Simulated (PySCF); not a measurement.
# C7H12O (SMILES CC(C)C1=CCOC1): what the fields show

| atom | x (Å) | y (Å) | z (Å) |
| --- | --- | --- | --- |
| C | -1.5903 | -1.3202 | -0.5337 |
| C | -1.1278 | 0.1257 | -0.3333 |
| C | -1.8174 | 0.7439 | 0.8845 |
| C | 0.3619 | 0.1838 | -0.2006 |
| C | 1.2415 | 0.7056 | -1.0431 |
| C | 2.6309 | 0.5265 | -0.5196 |
| O | 2.4830 | -0.1721 | 0.7076 |
| C | 1.1068 | -0.3945 | 0.9725 |
| H | -1.3794 | -1.9148 | 0.3516 |
| H | -2.6616 | -1.3480 | -0.7181 |
| H | -1.0797 | -1.7672 | -1.3833 |
| H | -1.4026 | 0.7038 | -1.2228 |
| H | -2.8920 | 0.7860 | 0.7222 |
| H | -1.4546 | 1.7545 | 1.0571 |
| H | -1.6287 | 0.1482 | 1.7745 |
| H | 1.0458 | 1.1964 | -1.9781 |
| H | 3.2599 | -0.0627 | -1.2019 |
| H | 3.1326 | 1.4887 | -0.3387 |
| H | 0.9322 | -1.4730 | 1.0854 |
| H | 0.8344 | 0.1003 | 1.9149 |

Geometry: GFN2-xTB.

Theory: PySCF 2.14.0, PBE0/pcSseg-1, SCF density, gas phase, non-relativistic.

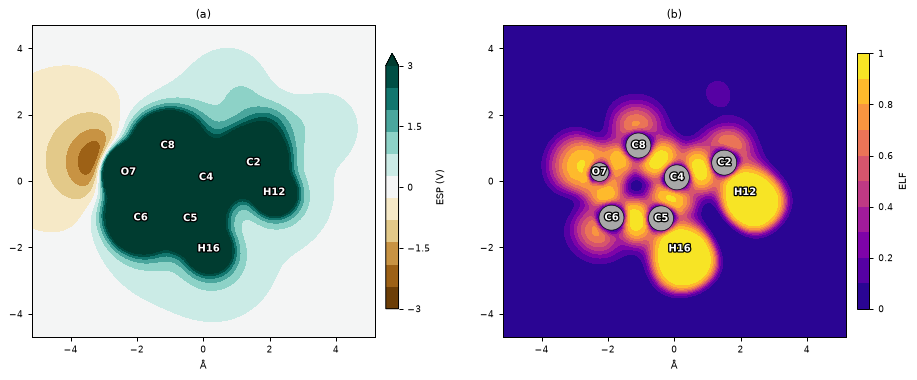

Figure 1. (a) molecular electrostatic potential; (b) electron localisation function on the plane of atoms C6, O7 and C8. Grey discs cover the atomic cores in the ELF map.

Q: Describe what can be read from this map.

A: The section cuts through C, O and H sites. C–C (1.33 Å): the ELF peaks at about 0.90 between the atoms; a short, multiple covalent bond. C–O (1.42 Å): the ELF peaks at about 0.90 between the atoms (a shared but strongly polarised pair). C–H (1.07 Å): the ELF climbs to about 1 towards the hydrogen, as it does in any bond to H; an ordinary covalent bond to hydrogen. C–C (1.50 Å): the ELF peaks at about 0.95 between the atoms: a shared electron pair. The ELF also peaks beside O7, away from the bonds: lone-pair regions. Outside the dense part of the molecule the potential is most negative (−2.4 V) near O7.

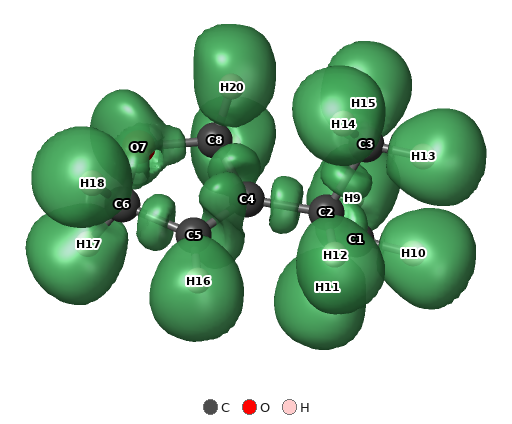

Figure 2. Isosurface of the electron localisation function at 0.75 (green), seen at a tilt. Core shells and regions of very low density are left out.

Q: Identify the bonds, lone pairs and shells in this picture.

A: At this value the surface marks out six regions between bonded C–C atoms (shared pairs), twelve regions around hydrogen nuclei and one region on O in which the atom's valence shell and bonds are merged.

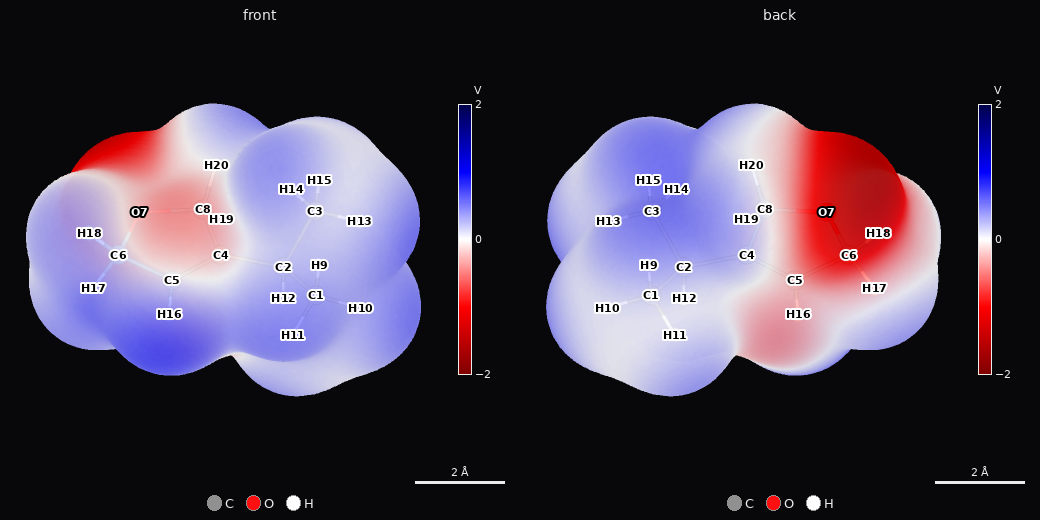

Figure 3. The molecular electrostatic potential painted on the density surface at 0.001 e/bohr³, seen from the front and from behind; the colour scale runs from red (negative) to blue (positive).

Q: Where is the surface potential most negative and most positive?

A: The most negative region (about −1.6 V) lies over O7, the most positive (about +0.7 V) over H16. O7 is the likeliest acceptor of a hydrogen bond.

Q: How polar is the molecule by this calculation?

A: Its dipole moment is 2.05 D.
